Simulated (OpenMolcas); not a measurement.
# One shape, several levels: H2P (SMILES [PH2])

Wanted: a comparison of 4 runs (U-r2SCAN/pcseg-0, UPBE/pcseg-0, UPBE0/pcseg-0, USVWN5/pcseg-0) of H2P. 

The results are computed with OpenMolcas 26.06.

## (1) The system as given

H2P: 3 atoms, total charge 0, spin state doublet. SMILES: `[PH2]`. The shape was changed from the relaxed one by the stated rule. At this shape the atoms don't form one bonded unit as the SMILES string has it.

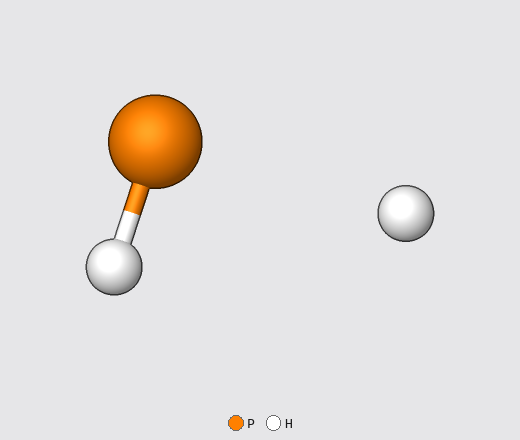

The structure, seen from a chosen angle (phosphorus orange, hydrogen white).

## (2) The energy at U-r2SCAN/pcseg-0 (run 1)

mol.input

```
>>> EXPORT MOLCAS_PRINT=2

&GATEWAY
  BasLib=$CurrDir
  Coord
  3
  bohr
  P      1.73366498    -3.08556938     0.62915975
  H      0.21072336     1.94142903     0.32582658
  H     -0.42147318    -3.88278814    -0.65165883
  Basis=pcseg-0
  Group=NoSym

&SEWARD
  GridInput
  Grid=UltraFine
  End of Grid

&SCF
  UHF
  Spin=2
  KSDFT=2
  1.0 MGGA_X_R2SCAN
  1.0 MGGA_C_R2SCAN
  Thresholds=1e-10 1e-07 1e-07 1e-05
  PrOrbitals=1 1
```

The basis set pcseg-0 is read from a file made from the Basis Set Exchange's data (not shown).

Launch:

```
export MOLCAS_MEM=1860
pymolcas mol.input > mol.log
```

Output:

```text
--- Start Module: gateway ---

                                              &GATEWAY

                       available to each process: 1.9 GB of memory, 1 thread

 Basis Set     1 Label: P.PCSEG-0
 Basis set is read from library:.
 basistype.tbl is not found

 Basis Set     2 Label: H.PCSEG-0
 Basis set is read from library:.
 basistype.tbl is not found

++    Symmetry information:
      ---------------------

                    Character Table for C1

                             E
                    a        1  x, y, xy, Rz, z, xz, Ry, yz, Rx, I
--

++    Basis set information:
      ----------------------

      Basis set label: P.PCSEG-0.........

      Electronic valence basis set:
      ------------------
      Associated Effective Charge  15.000000 au
      Associated Actual Charge     15.000000 au
      Nuclear Model: Point charge

      Shell  nPrim  nBasis  Cartesian Spherical Contaminant
         s       9       4        X
         p       6       3        X

      Basis set label: H.PCSEG-0.........

[... 91 lines left out ...]
      Nuclear repulsion energy =    8.72119862
[... 61 lines left out ...]
++ Convergence information
                               UHF [...]      iterations: Energy and convergence statistics
[... 17 lines left out ...]
       Convergence after  18 Iterations
[... 3 lines left out ...]
 *                                             SCF/KS-DFT Program, Final results                                             *
 *                                                       Final Results                                                       *
[... 73 lines left out ...]
      Title: Natural orbitals
[... 7 lines left out ...]
          Orbital           11        12        13        14        15        16        17
          Energy            0.1125    0.7581    0.7222    0.7275    0.3677    0.7495    0.5105
          Occ. No.          0.0019    0.0000    0.0000    0.0000    0.0000    0.0000    0.0000

--

++    Molecular properties:
      ---------------------

      Charge (e):
                      =   -0.0000
      Dipole Moment (debye):
      Origin of the operator (angstrom)=    0.8580   -1.5644    0.3073
                   X= -8.5044E-01               Y= -6.7485E-01               Z= -5.4420E-01           Total=  1.2144E+00
      Quadrupole Moment (debye*angstrom):
      Origin of the operator (angstrom)=    0.8580   -1.5644    0.3073
                  XX= -1.5822E+01              XY=  1.6927E-01              XZ= -1.7144E-01              YY= -1.5799E+01
                  YZ=  5.9468E-02              ZZ= -1.5568E+01
      In traceless form (debye*angstrom)
                  XX= -1.3799E-01              XY=  2.5390E-01              XZ= -2.5717E-01              YY= -1.0411E-01
                  YZ=  8.9203E-02              ZZ=  2.4210E-01
--

--- Stop Module: scf /rc=_RC_ALL_IS_WELL_ ---
--- Module scf spent 5 seconds ---

.##################.
.# Happy landing! #.
.##################.

    Timing: Wall=6.25 User=5.55 System=0.66
```

Run time: 6.6 s. Hardware: 1 thread of Intel Xeon Platinum 8488C (Sapphire Rapids), shared host; peak memory 0.37 GiB.

## (3) The energy at UPBE/pcseg-0 (run 2)

mol.inp

```
* H2P Kohn-Sham DFT

&GATEWAY
  BasLib = $CurrDir
  Coord
  3
  bohr
  P      1.73366498    -3.08556938     0.62915975
  H      0.21072336     1.94142903     0.32582658
  H     -0.42147318    -3.88278814    -0.65165883
  Basis = pcseg-0
  Group = NoSym

&SEWARD
  GridInput
  Grid=UltraFine
  End of Grid

&SCF
  UHF
  Spin = 2
  KSDFT = PBE
  Thresholds = 1e-10 1e-07 1e-07 1e-05
  PrOrbitals = 1 1
```

The basis set pcseg-0 is read from a file made from the Basis Set Exchange's data (not shown).

Launch:

```
export MOLCAS_MEM=1860
pymolcas mol.inp > mol.log
```

Output, shortened:

```text
--- Start Module: gateway ---
[...]
       Convergence after  19 Iterations
[...]
      Dipole Moment (debye):
      Origin of the operator (angstrom)=    0.8580   -1.5644    0.3073
                   X= -7.9405E-01               Y= -6.0378E-01               Z= -5.0529E-01           Total=  1.1182E+00
      Quadrupole Moment (debye*angstrom):
[...]
--- Stop Module: scf /rc=_RC_ALL_IS_WELL_ ---
[...]
```

Wall time 5.1 s (1 thread of Intel Xeon Platinum 8488C (Sapphire Rapids), shared host); peak memory 0.37 GiB.

## (4) The energy at UPBE0/pcseg-0 (run 3)

mol.inp

```
&GATEWAY
  BasLib=$CurrDir
  Coord
  3
  bohr
  P      1.73366498    -3.08556938     0.62915975
  H      0.21072336     1.94142903     0.32582658
  H     -0.42147318    -3.88278814    -0.65165883
  Basis=pcseg-0
  Group=NoSym

&SEWARD
  GridInput
  Grid=UltraFine
  End of Grid

&SCF
  UHF
  Spin=2
  KSDFT=PBE0
  Thresholds=1e-10 1e-07 1e-07 1e-05
  PrOrbitals=1 1
```

The basis set pcseg-0 is read from a file made from the Basis Set Exchange's data (not shown).

Launch:

```
export MOLCAS_MEM=1860
pymolcas mol.inp > mol.log
```

Output, shortened:

```text
--- Start Module: gateway ---
[...]
       Convergence after  21 Iterations
[...]
      Dipole Moment (debye):
      Origin of the operator (angstrom)=    0.8580   -1.5644    0.3073
                   X= -8.6821E-01               Y= -5.0324E-01               Z= -5.3558E-01           Total=  1.1375E+00
      Quadrupole Moment (debye*angstrom):
[...]
--- Stop Module: scf /rc=_RC_ALL_IS_WELL_ ---
[...]
```

Wall time 5.7 s (1 thread of Intel Xeon Platinum 8488C (Sapphire Rapids), shared host); peak memory 0.37 GiB.

## (5) A single-point energy at USVWN5/pcseg-0 (run 4)

mol.inp

```
&GATEWAY
 BasLib=$CurrDir
 Coord
 3
 bohr
 P      1.73366498    -3.08556938     0.62915975
 H      0.21072336     1.94142903     0.32582658
 H     -0.42147318    -3.88278814    -0.65165883
 Basis=pcseg-0
 Group=NoSym

&SEWARD
 GridInput
 Grid=UltraFine
 End of Grid

&SCF
 UHF
 Spin=2
 KSDFT=SVWN5
 Thresholds=1e-10 1e-07 1e-07 1e-05
 PrOrbitals=1 1
```

The basis set pcseg-0 is read from a file made from the Basis Set Exchange's data (not shown).

Launch:

```
export MOLCAS_MEM=1860
pymolcas mol.inp > mol.log
```

Output, shortened:

```text
--- Start Module: gateway ---
[...]
       Convergence after  19 Iterations
[...]
      Dipole Moment (debye):
      Origin of the operator (angstrom)=    0.8580   -1.5644    0.3073
                   X= -8.0313E-01               Y= -7.4963E-01               Z= -5.2602E-01           Total=  1.2181E+00
      Quadrupole Moment (debye*angstrom):
[...]
--- Stop Module: scf /rc=_RC_ALL_IS_WELL_ ---
[...]
```

Wall time 3.9 s (1 thread of Intel Xeon Platinum 8488C (Sapphire Rapids), shared host); peak memory 0.37 GiB.

## (6) The series

```
run             level  energy (Eh)  dipole moment (D)  HOMO energy (eV)  LUMO energy (eV)  wall time
  1  U-r2SCAN/pcseg-0  -341.946467               1.21             -6.71             -3.76      6.6 s
  2      UPBE/pcseg-0  -341.816123               1.12             -6.20             -4.06      5.1 s
  3     UPBE0/pcseg-0  -341.838645               1.14             -7.49             -2.94      5.7 s
  4    USVWN5/pcseg-0  -340.692015               1.22             -6.18             -4.50      3.9 s
```

## (7) Summary of results

```
                                 quantity          value
                      run 4: total energy  -340.69202 Eh
                     run 4: dipole moment         1.22 D
run 4: HOMO energy (highest over α and β)       -6.18 eV
 run 4: LUMO energy (lowest over α and β)       -4.50 eV
                              run 4: ⟨S²⟩          1.223
```

**Reading.** The dipole moment runs from 1.12 D (UPBE/pcseg-0) to 1.22 D (USVWN5/pcseg-0). Totals of different functionals can't be ranked against each other. Spin contamination: run 1 ⟨S²⟩ = 1.48, run 2 ⟨S²⟩ = 1.42, run 3 ⟨S²⟩ = 1.55, run 4 ⟨S²⟩ = 1.22. All runs together took 21 s, the longest 6.6 s.
